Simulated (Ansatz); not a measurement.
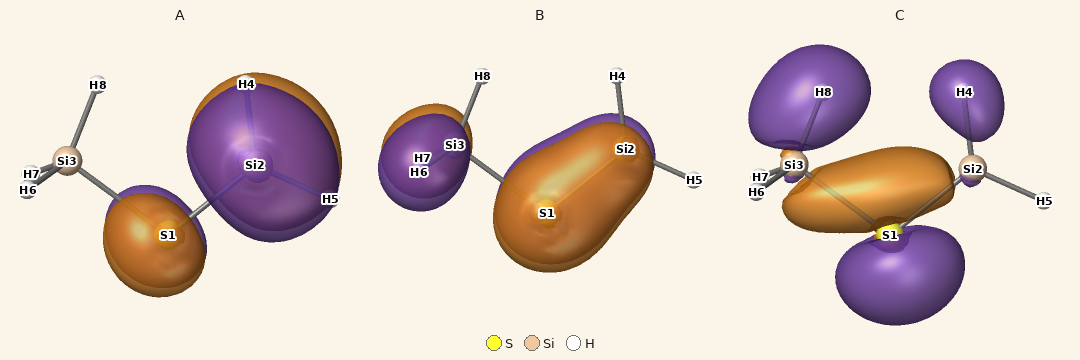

*H₅SSi₂ (charge +1). Three frontier orbitals at ±0.1 Å⁻³ᐟ² (orange and purple are the two phases), in no order.*

Geometry: PBE0-D3(BJ)/def2-SVP.

Theory: isolated molecule in a Gaussian basis; Kohn-Sham density functional theory, functional PBE0 in Ansatz 0.2.0.

The calculation's input:

```
crystal:
  periodic: [false, false, false]
  atoms:
    - {symbol: S, position_ang: [-2.328208, -1.314921, 0.848047]}
    - {symbol: Si, position_ang: [-3.171366, -0.017754, -0.447278]}
    - {symbol: Si, position_ang: [-0.682893, -0.129895, 1.852558]}
    - {symbol: H, position_ang: [-2.696074, 1.377254, -0.588386]}
    - {symbol: H, position_ang: [-4.296801, -0.526735, -1.257792]}
    - {symbol: H, position_ang: [0.534111, -0.898913, 1.506675]}
    - {symbol: H, position_ang: [-1.073179, -0.170576, 3.280256]}
    - {symbol: H, position_ang: [-0.749841, 1.220283, 1.237471]}
basis:
  gaussian: {orbitals: def2-TZVPD}
total_charge: 1
hamiltonian: {xc: pbe0}
output: {forces: true, orbitals: {seedname: orbitals}}
```

Command:

```sh
ansatz run input.yaml --threads 1 --pin off --max-ram 2610MiB --events-out events.jsonl --progress --plain --runs-dir runs
```

Which picture is the HOMO−1, the HOMO and the LUMO?

C is the HOMO−1 (−14.37 eV). Its weight (Hirshfeld) is mainly on S1 (about 55 %), Si3 (about 15 %), H8 (about 15 %) and Si2 (about 10 %). B is the HOMO (−13.78 eV). It lies mainly on S1 (about 50 %), Si2 (about 20 %), Si3 (about 15 %), H6 (about 10 %) and H7 (about 10 %). A is the LUMO (−8.25 eV). Its weight (Hirshfeld) is mainly on Si2 (about 65 %) and S1 (about 20 %).

What is the HOMO–LUMO gap?

5.53 eV between the orbital energies.
